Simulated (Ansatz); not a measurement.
F2HNOSi2 (charge +1, doublet)

Input

```
crystal:
  periodic: [false, false, false]
  atoms:
    - {symbol: F, position_ang: [-2.171339, -1.238165, -0.047315]}
    - {symbol: F, position_ang: [-1.655959, 1.315741, 0.424119]}
    - {symbol: "N", position_ang: [-0.042467, -0.629950, 1.765620]}
    - {symbol: O, position_ang: [-2.327169, -0.317699, 2.571508]}
    - {symbol: Si, position_ang: [-1.613673, -0.170264, 0.992955]}
    - {symbol: Si, position_ang: [-0.864574, -0.739605, 3.258057]}
    - {symbol: H, position_ang: [0.923327, -0.764322, 1.438109]}
basis:
  gaussian: {orbitals: def2-TZVPD}
total_charge: 1
magnetization: {spin_polarized: true, initial_magnetization: 1}
hamiltonian: {xc: {name: PBE0}}
output: {forces: true, orbitals: {seedname: orbitals}}
```

Command:

```sh
ansatz run input.yaml --threads 2 --pin off --max-ram 4350MiB --events-out events.jsonl --progress --plain --runs-dir runs
```

Geometry: BLYP-D3(BJ)/def2-SVP.

Computed with Ansatz, isolated molecule in a Gaussian basis; Kohn-Sham density functional theory, functional PBE0.

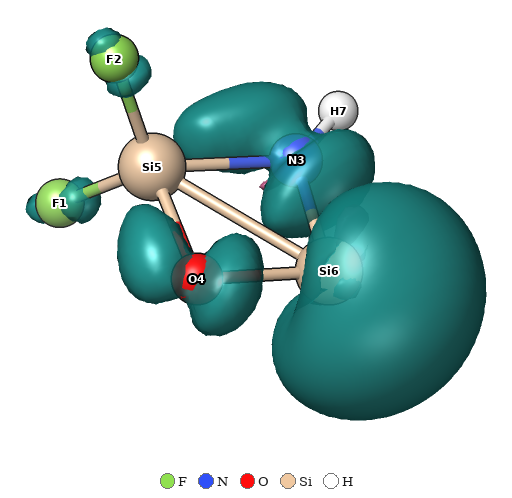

Figure 1. Isosurfaces of the spin density at +0.015 (teal) and −0.015 e/Å³ (pink), seen at an oblique angle.

Which atoms carry the spin?

The unpaired spin (1 electron) lies mostly on Si6 (about 0.8), N3 (about 0.1) and O4 (about 0.1), in electrons by Hirshfeld's partition.

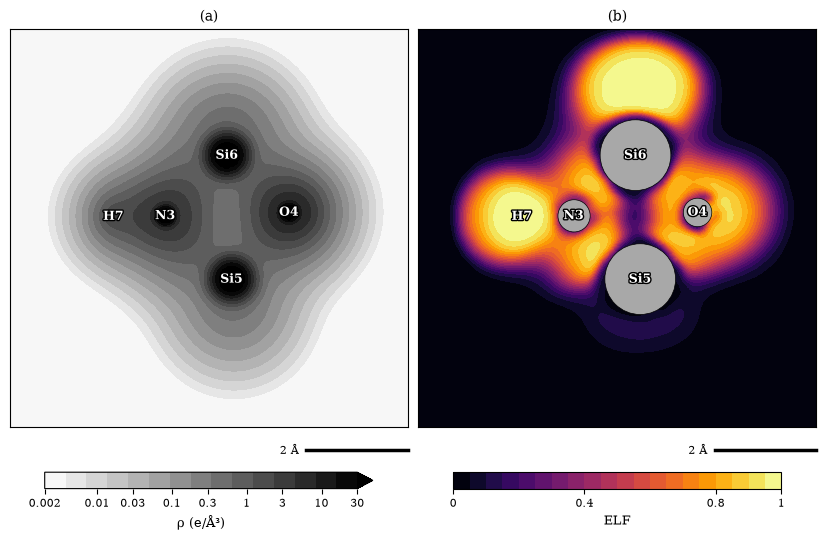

Figure 2. (a) total electron density; (b) electron localisation function on the plane of atoms N3, Si6 and Si5. Grey discs cover the atomic cores in the ELF map.

Read the bonding off the picture.

The plane passes through N, O, Si and H nuclei.
Si–O (1.67 Å): ρ at the midpoint is about 1.1 e/Å³; the ELF peaks at about 0.85 between the atoms; a shared but strongly polarised pair.
Si–N (1.71 Å): ρ at the midpoint is about 1.1 e/Å³; the ELF peaks at about 0.85 between the atoms: a polar covalent bond.
Si–Si (2.45 Å): the density is about 0.44 e/Å³ at the midpoint; the ELF is about 0.20 at the midpoint.
N–H (1.03 Å): ρ at the midpoint is about 2.9 e/Å³; the ELF climbs to about 1 towards the hydrogen, as it does in any bond to H: an ordinary covalent bond to hydrogen.
Si–O (1.74 Å): ρ at the midpoint is about 1 e/Å³; the ELF peaks at about 0.85 between the atoms; a polar covalent bond.
The ELF also peaks beside O4 and Si6, away from the bonds: non-bonding electrons, paired or unpaired.

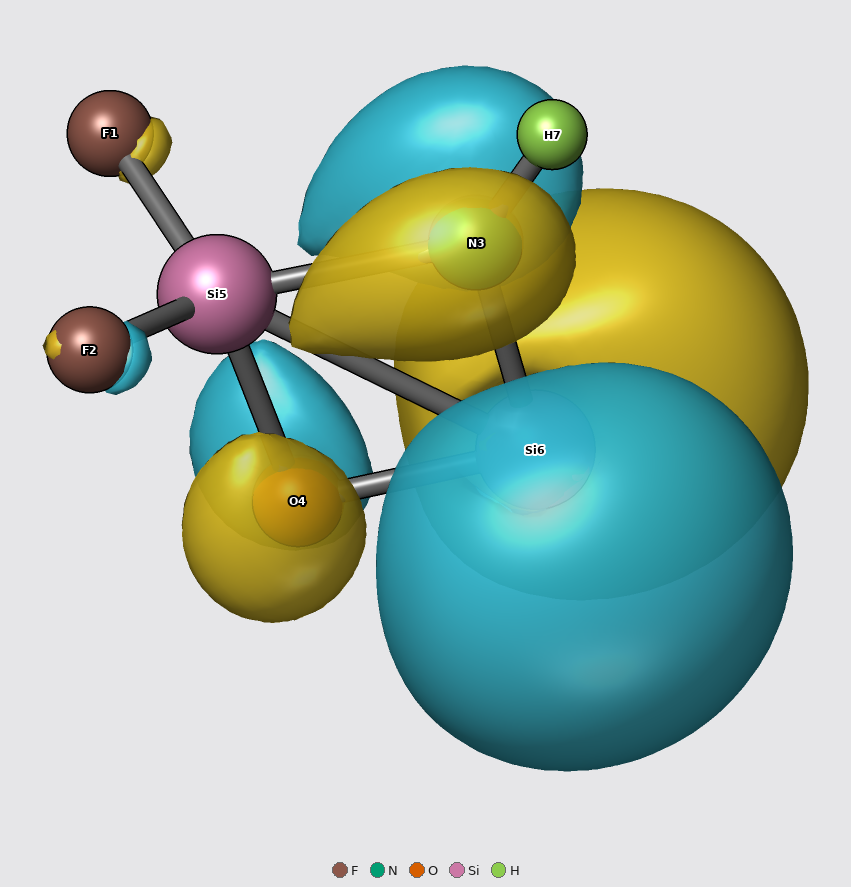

Figure 3. The LUMO (α) at ±0.08 Å⁻³ᐟ² (yellow and cyan are the two phases), seen at a tilt.

Describe this orbital and give its energy.

It lies mainly on Si6 (about 80 %), N3 (about 10 %) and O4 (about 5 %). Its energy is −8.48 eV.

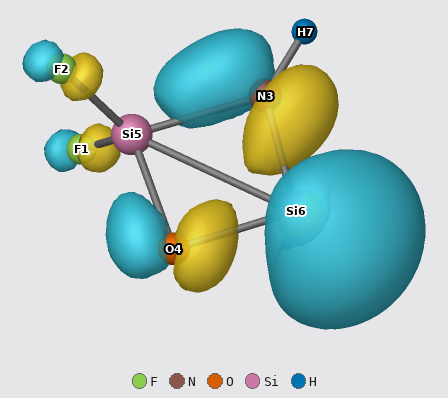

Figure 4. The HOMO−1 (α) at ±0.15 Å⁻³ᐟ² (yellow and cyan are the two phases), seen at a tilt.

Describe this orbital and give its energy.

It lies mainly on Si6 (about 65 %), N3 (about 15 %) and O4 (about 10 %). Its energy is −15.41 eV.
